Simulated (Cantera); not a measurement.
Input: 1 mol B₂H₆, 200 mol H₂, equilibrated at 4.10 mbar.

Equilibrium computed with Cantera from the NASA thermochemical tables; the gas is ideal and each condensed phase is pure. Candidate condensed phases: B; 7 gas species. The feed counts by its element totals alone. The tables' values for BH₂ are old estimates; treat these amounts as uncertain. Equilibrium is a limit: real reactors are often held back by kinetics, nucleation or transport.

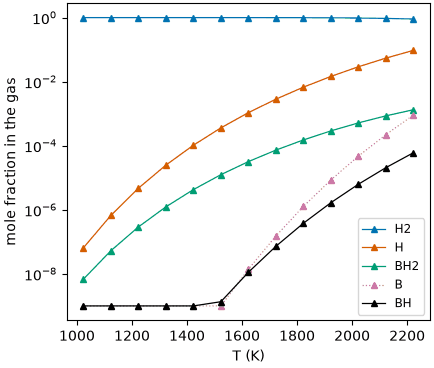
Fig. 1. Equilibrium gas composition (values under 1e-9 drawn at 1e-9)

From 1023 K to 2223 K the condensed part is B(s).
